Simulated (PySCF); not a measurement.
# CoOI: a ladder of methods

Aim: at the PBE0 minimum of quintet CoOI, found before, compare methods on energies and levels.

The runs use PySCF 2.14.0; several methods, basis Co def2-SVP, O def2-SVP, I def2-SVP with ECP28, scalar-relativistic core potentials, no spin–orbit coupling, density fitting.

## 1. Where the work starts

3 atoms, charge 0, spin multiplicity 5.

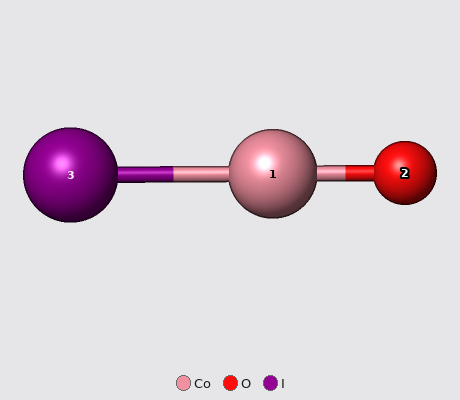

Start geometry, drawn with cobalt pink, oxygen red, iodine purple; atoms are numbered from 1 in the order of the file.

Coordinates in bohr (charge 0 multiplicity 5):
```
Co    0.0000    0.0000   -2.6871
O     0.0000    0.0000   -5.7309
I     0.0000    0.0000    1.9702
```

## 2. PBE0

One driver script runs all steps and calls PySCF; scf.py shows the equivalent input of each level. Each SCF starts from the density of the minimum. The driver also runs the species with one electron less or more at the same geometry (one less: multiplicity 4); their logs are not shown.

Contents of scf.py:

```python
from pyscf import gto, scf, dft
mol = gto.M(atom='''
Co     0.000000     0.000000    -1.421946
O     -0.000000    -0.000000    -3.032672
I     -0.000000     0.000000     1.042601''',
    basis={'Co': 'def2-SVP', 'O': 'def2-SVP', 'I': 'def2-SVP'},
    ecp={'I': 'def2-SVP'},
    charge=0, spin=4)
mf = dft.UKS(mol, xc='PBE0')
mf.grids.atom_grid = (75, 302)
aux = {'Co': 'def2-universal-JKFIT', 'O': 'def2-universal-JKFIT', 'I': 'def2-universal-JKFIT'}
mf = mf.density_fit(auxbasis=aux)
mf.kernel()
```

What it wrote:

```text
init E= -1755.15103915177
[... the frontier-level lines of each cycle are left out ...]
cycle= 1 E= -1755.15103915104  delta_E= 7.37e-10  |g|= 4.75e-05  |ddm|= 2.93e-05
Extra cycle  E= -1755.15103913191  delta_E= 1.91e-08  |g|= 0.00024  |ddm|= 0.000146
converged SCF energy = -1755.15103913191  <S^2> = 6.0156294  2S+1 = 5.0062478
```

This level, with the species of one electron less or more, took 3.1 s on 2 threads, shared host.

```
energy                        : -1755.151039 Eh
one electron less (charge +1) : -1754.787683 Eh (quartet, ⟨S²⟩ 4.66)
Mulliken charge of Co1        : +0.74 e
```

## 3. HF

scf.py, as its differences from that of step 2:

```diff
@@ -9,2 +9 @@
-mf = dft.UKS(mol, xc='PBE0')
-mf.grids.atom_grid = (75, 302)
+mf = scf.UHF(mol)
```

What it wrote:

```text
init E= -1752.56068034572
[... the frontier-level lines of each cycle are left out ...]
cycle= 1 E= -1752.59828305353  delta_E= -0.0376  |g|= 0.133  |ddm|= 0.346
cycle= 2 E= -1752.60474817165  delta_E= -0.00647  |g|= 0.134  |ddm|= 0.174
cycle= 3 E= -1752.61224406611  delta_E= -0.0075  |g|= 0.0509  |ddm|= 0.0965
cycle= 4 E= -1752.61629299294  delta_E= -0.00405  |g|= 0.0221  |ddm|= 0.104
cycle= 5 E= -1752.61713750486  delta_E= -0.000845  |g|= 0.017  |ddm|= 0.0371
cycle= 6 E= -1752.61779749038  delta_E= -0.00066  |g|= 0.0122  |ddm|= 0.0392
cycle= 7 E= -1752.61829775136  delta_E= -0.0005  |g|= 0.0085  |ddm|= 0.0504
cycle= 8 E= -1752.61847448175  delta_E= -0.000177  |g|= 0.00294  |ddm|= 0.0364
cycle= 9 E= -1752.61850335442  delta_E= -2.89e-05  |g|= 0.000627  |ddm|= 0.0192
cycle= 10 E= -1752.6185040266  delta_E= -6.72e-07  |g|= 0.000324  |ddm|= 0.00356
cycle= 11 E= -1752.61850422361  delta_E= -1.97e-07  |g|= 0.000106  |ddm|= 0.00185
cycle= 12 E= -1752.61850425307  delta_E= -2.95e-08  |g|= 5.29e-05  |ddm|= 0.000766
cycle= 13 E= -1752.61850425764  delta_E= -4.58e-09  |g|= 7.49e-06  |ddm|= 0.000199
Extra cycle  E= -1752.61850425769  delta_E= -5.14e-11  |g|= 5.34e-06  |ddm|= 1.23e-05
converged SCF energy = -1752.61850425769  <S^2> = 6.0838141  2S+1 = 5.033414
```

This level, with the species of one electron less or more, took 2.8 s.

| Property | Result |
| --- | --- |
| energy | -1752.618504 Eh |
| one electron less (charge +1) | -1752.294966 Eh (quartet, ⟨S²⟩ 4.81) |
| Mulliken charge of Co1 | +0.97 e |

## 4. PBE

scf.py, as its differences from that of step 3:

```diff
@@ -9 +9,2 @@
-mf = scf.UHF(mol)
+mf = dft.UKS(mol, xc='PBE')
+mf.grids.atom_grid = (75, 302)
```

What it wrote:

```text
init E= -1755.13732796733
[... the frontier-level lines of each cycle are left out ...]
cycle= 1 E= -1755.13018497841  delta_E= 0.00714  |g|= 0.193  |ddm|= 0.325
cycle= 2 E= -1754.5462929603  delta_E= 0.584  |g|=  1.2  |ddm|= 0.842
cycle= 3 E= -1755.13807761504  delta_E= -0.592  |g|= 0.111  |ddm|= 0.728
cycle= 4 E= -1755.14292400835  delta_E= -0.00485  |g|= 0.0592  |ddm|= 0.183
cycle= 5 E= -1755.14371762028  delta_E= -0.000794  |g|= 0.051  |ddm|= 0.0667
cycle= 6 E= -1755.14463361745  delta_E= -0.000916  |g|= 0.0193  |ddm|= 0.0334
cycle= 7 E= -1755.14477339972  delta_E= -0.00014  |g|= 0.00187  |ddm|= 0.0125
cycle= 8 E= -1755.14477407277  delta_E= -6.73e-07  |g|= 0.00143  |ddm|= 0.00182
cycle= 9 E= -1755.14477491416  delta_E= -8.41e-07  |g|= 0.000131  |ddm|= 0.00108
cycle= 10 E= -1755.14477491985  delta_E= -5.69e-09  |g|= 5.5e-05  |ddm|= 0.000176
Extra cycle  E= -1755.14477487727  delta_E= 4.26e-08  |g|= 0.000327  |ddm|= 0.000356
converged SCF energy = -1755.14477487727  <S^2> = 6.0054579  2S+1 = 5.0021827
```

This level, with the species of one electron less or more, took 87 s.

```
energy                        : -1755.144775 Eh
one electron less (charge +1) : -1754.791578 Eh (quartet, ⟨S²⟩ 4.31)
Mulliken charge of Co1        : +0.61 e
```

## 5. Comparison of the levels

| level | atomisation energy (kJ/mol) | vertical ionisation energy (eV) | −ε(HOMO) (eV) | gap (eV) | dipole (D) | wall time |
| --- | --- | --- | --- | --- | --- | --- |
| PBE0 | 657 | 9.89 | 7.69 | 3.64 | 0.25 | 3.1 s |
| HF | 99 | 8.80 | 9.94 | 10.40 | 0.80 | 2.8 s |
| PBE | 829 | 9.61 | 6.40 | 0.83 | 0.08 | 87 s |

Times are for 2 threads, shared host; PBE0 starts from its own converged density, so its time is not comparable. A dash stands where a species or a free atom was not run at that level, or the quantity is not defined.

Atomisation goes to high-spin atoms in their ground configurations, run at the same level, without zero-point energy.

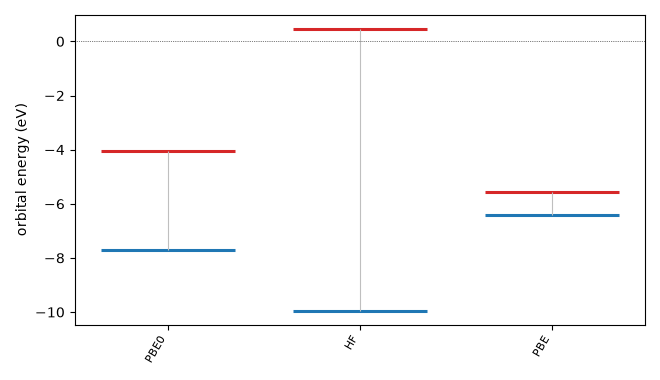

Highest occupied (blue) and lowest empty (red) levels by method.

## 6. What came out

| quantity | value |
| --- | --- |
| atomisation energy, range | 99 (HF) to 829 (PBE) kJ/mol |
| vertical ionisation energy, range | 8.80 (HF) to 9.89 (PBE0) eV |
| orbital gap, range | 0.83 (PBE) to 10.40 (HF) eV |

What this shows: The atomisation energy spreads over 729 kJ/mol, from HF to PBE; without a CCSD(T) value for it there is no yardstick here. Spin contamination is strong in at least one of the open-shell species at PBE0, HF, PBE. Other spin states or occupations of the open shell can lie lower. Spin–orbit coupling, left out here, can matter for elements this heavy.
